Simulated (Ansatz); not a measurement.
# One shape, several levels: doublet H3NO+

Aim: a comparison of 6 runs (U-r2SCAN0/STO-3G, U-revPBE/STO-3G, U-wB97X/STO-3G, UBLYP/STO-3G, UCAM-B3LYP/STO-3G, UCCSDTQ/STO-3G) of doublet H3NO+. 

The calculation is run with Ansatz 0.2.0.

45 further runs of the same task are left out: 2 that didn't finish, 43 set aside as unsound or not needed.

**1. The structure to begin with**

H3NO+ has 5 atoms, charge +1, and is taken as a doublet. As SMILES of the parent species, `NO`. The shape is that of a PBE0-D4/def2-TZVP optimisation. This is one conformer, not always the lowest. That shape belongs to the parent species and isn't relaxed for this state.

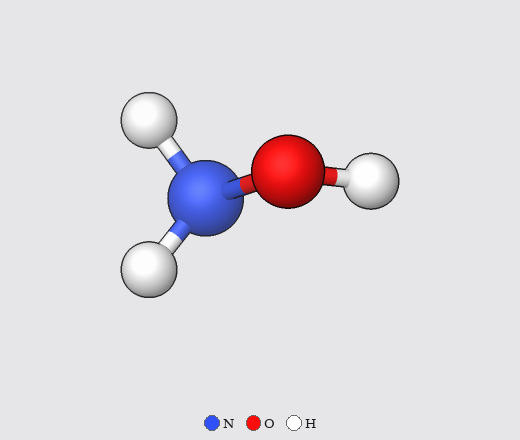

The structure, seen from a chosen angle (nitrogen blue, oxygen red, hydrogen white).

**2. A single-point energy at U-r2SCAN0/STO-3G (run 1)**

run.yaml

```yaml
crystal:
  periodic: [false, false, false]
  atoms:
    - {symbol: N, position_ang: [-0.165120, -0.361290, -0.321170]}
    - {symbol: O, position_ang: [0.364460, 0.666040, 0.508060]}
    - {symbol: H, position_ang: [-0.162690, -1.190020, 0.266770]}
    - {symbol: H, position_ang: [-1.141650, -0.109840, -0.446210]}
    - {symbol: H, position_ang: [1.105010, 0.995100, -0.007440]}
basis:
  gaussian:
    orbitals: STO-3G
hamiltonian:
  xc: {name: r2SCAN0}
accuracy: high
total_charge: 1
magnetization:
  spin_polarized: true
  initial_magnetization: 1
```

On the command line:

```bash
ansatz run run.yaml --threads 1 --pin off --max-ram 3480MiB --events-out events.jsonl --progress --plain --runs-dir runs
```

Standard output:

```text
Warning: RAYON_NUM_THREADS=1 ignored (pool sized by the plan → 1); use --threads N
Functional definition: r2SCAN0
  name "r2SCAN0"
  parameter a = 0.25
  parameter k0 = 0.174
  parameter k1 = 0.065
  parameter a1 = 4.9479
  exchange = (1 - a)*r2scan_x(k0 = k0, k1 = k1, a1 = a1) + a*exact_x
  correlation = r2scan_c
209 factors; integrals over basis functions are off by at most 2.3e-8 eV
mean field evaluation 1: about -3523.4202 eV, gradient 1.7e1 eV
mean field evaluation 2: about -3516.1177 eV, gradient 3.7e1 eV
mean field evaluation 4: about -3525.1778 eV, gradient 4.4e0 eV
mean field evaluation 8: about -3525.3173 eV, gradient 1.4e-1 eV
mean field evaluation 16: about -3525.3191 eV, gradient 5.4e-4 eV
mean field evaluation 32: about -3525.1325 eV, gradient 8.5e-1 eV
mean field -3525.31905361 eV, -129.5530856732 hartree, gradient 1.9e-8 eV, S^2 0.755364; 2 other end points of the search recorded, 0 dependent functions left out
reference -3525.31905420 eV, -129.5530856947 hartree; 9, 8 occupied and 4, 5 virtual orbitals, 209 factors
Total energy: -3525.31905420 eV, -129.5530856947 hartree
```

Wall time 4.2 s (1 thread of Arm Neoverse V1, shared host); peak memory 0.18 GiB.

**3. The energy at U-revPBE/STO-3G (run 2)**

input.yaml

```yaml
crystal:
  periodic: [false, false, false]
  atoms:
    - {symbol: "N", position_ang: [-0.165120, -0.361290, -0.321170]}
    - {symbol: O, position_ang: [0.364460, 0.666040, 0.508060]}
    - {symbol: H, position_ang: [-0.162690, -1.190020, 0.266770]}
    - {symbol: H, position_ang: [-1.141650, -0.109840, -0.446210]}
    - {symbol: H, position_ang: [1.105010, 0.995100, -0.007440]}
basis:
  gaussian: {orbitals: STO-3G}
total_charge: 1
magnetization: {spin_polarized: true, initial_magnetization: 1}
hamiltonian: {xc: {name: revPBE}}
accuracy: high
```

On the command line:

```bash
ansatz run input.yaml --threads 1 --pin off --max-ram 3480MiB --events-out events.jsonl --progress --plain --runs-dir runs
```

Standard output:

```text
Warning: RAYON_NUM_THREADS=1 ignored (pool sized by the plan → 1); use --threads N
Functional definition: revPBE
  name "revPBE"
  parameter kappa = 1.245
  parameter beta = 0.06672455060314922
  exchange = pbe_x(kappa = kappa, mu = beta*pi^2/3)
  correlation = pbe_c(beta = beta)
209 factors; integrals over basis functions are off by at most 2.3e-8 eV
mean field evaluation 1: about -3524.4817 eV, gradient 1.6e1 eV
mean field evaluation 2: about -3514.1491 eV, gradient 4.2e1 eV
mean field evaluation 4: about -3523.2698 eV, gradient 1.9e1 eV
mean field evaluation 8: about -3525.7189 eV, gradient 1.0e1 eV
mean field evaluation 16: about -3526.3668 eV, gradient 8.6e-4 eV
mean field evaluation 32: about -3526.3636 eV, gradient 1.6e-6 eV
mean field -3526.36675126 eV, -129.5915878516 hartree, gradient 2.1e-8 eV, S^2 0.751970; 3 other end points of the search recorded, 0 dependent functions left out
reference -3526.36675337 eV, -129.5915879291 hartree; 9, 8 occupied and 4, 5 virtual orbitals, 209 factors
Total energy: -3526.36675337 eV, -129.5915879291 hartree
```

Wall time 2.4 s (1 thread of Arm Neoverse V1, shared host); peak memory 0.11 GiB.

Runs 3 to 5 aren't shown in full; the table further down has their settings and results.

**4. The energy at UCCSDTQ/STO-3G (run 6)**

in.yaml

```yaml
basis:
  gaussian: {orbitals: STO-3G}
crystal:
  periodic: [false, false, false]
  atoms:
    - {symbol: "N", position_ang: [-0.165120, -0.361290, -0.321170]}
    - {symbol: O, position_ang: [0.364460, 0.666040, 0.508060]}
    - {symbol: H, position_ang: [-0.162690, -1.190020, 0.266770]}
    - {symbol: H, position_ang: [-1.141650, -0.109840, -0.446210]}
    - {symbol: H, position_ang: [1.105010, 0.995100, -0.007440]}
total_charge: 1
magnetization: {spin_polarized: true, initial_magnetization: 1}
correlation: {method: ccsdtq, frozen_orbitals: {H: 0, "N": 1, O: 1}}
accuracy: high
scf: {omitted_lower_state_checks: [cluster_reference, increment]}
```

On the command line:

```bash
ansatz run in.yaml --threads 1 --pin off --max-ram 3480MiB --events-out events.jsonl --progress --plain --runs-dir runs
```

Standard output:

```text
Warning: RAYON_NUM_THREADS=1 ignored (pool sized by the plan → 1); use --threads N
[... 12 lines left out ...]
2 core orbitals not correlated: weight in the atoms' cores, before any rotation towards them, 1.000 or more for the frozen orbitals, at most 0.000 for the correlated occupied ones
[... 35 lines left out ...]
Total energy: -3513.00719207 eV, -129.1006331066 hartree
Checks for a lower state left out: cluster_reference, increment
```

Wall time 31 s (1 thread of Arm Neoverse V1, shared host); peak memory 0.25 GiB.

**5. The series**

```
run              level  frozen core orbitals  energy (Eh)   ⟨S²⟩  wall time
  1   U-r2SCAN0/STO-3G                     –  -129.553086  0.755      4.2 s
  2    U-revPBE/STO-3G                     –  -129.591588  0.752      2.4 s
  3     U-wB97X/STO-3G                     –  -129.595224  0.754        9 s
  4       UBLYP/STO-3G                     –  -129.563152  0.752      2.2 s
  5  UCAM-B3LYP/STO-3G                     –  -129.547515  0.754      1.9 s
  6     UCCSDTQ/STO-3G                     2  -129.100633  0.760       31 s
```

**6. Results**

| quantity | value |
| --- | --- |
| run 6: total energy | -129.10063 Eh |
| run 6: correlation energy (2 core orbitals frozen) | -117.8 mEh |
| run 6: ⟨S²⟩ of the reference determinant | 0.760 |
| run 6: T1 diagnostic | 0.024 |

What this shows: Totals of different functionals can't be ranked against each other. In runs 1, 2, 3, 4, 5, 6 the basis is minimal, so the values are rough. All runs together took 51 s, the longest 31 s.
